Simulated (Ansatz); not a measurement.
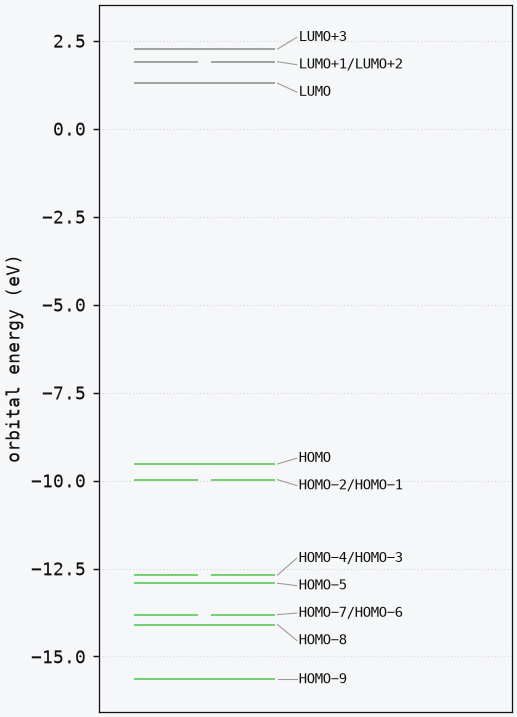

ZrN₃H₆F, SMILES [NH2][Zr]([NH2])([NH2])[F], singlet. Kohn-Sham orbital energies near the frontier, ωB97X-V/def2-TZVPP with the Ansatz code, at a PBE0-D4/def2-TZVP geometry (a minimum by its frequencies), isolated molecule; empty levels in grey, levels within 0.03 eV side by side.

Where do the frontier orbitals lie?

HOMO at −9.53 eV, LUMO at 1.29 eV, 10.82 eV apart.

How far below the HOMO does the next level lie?

0.45 eV.

Known limits of this run: core potentials past krypton; empty levels above zero depend strongly on the basis.
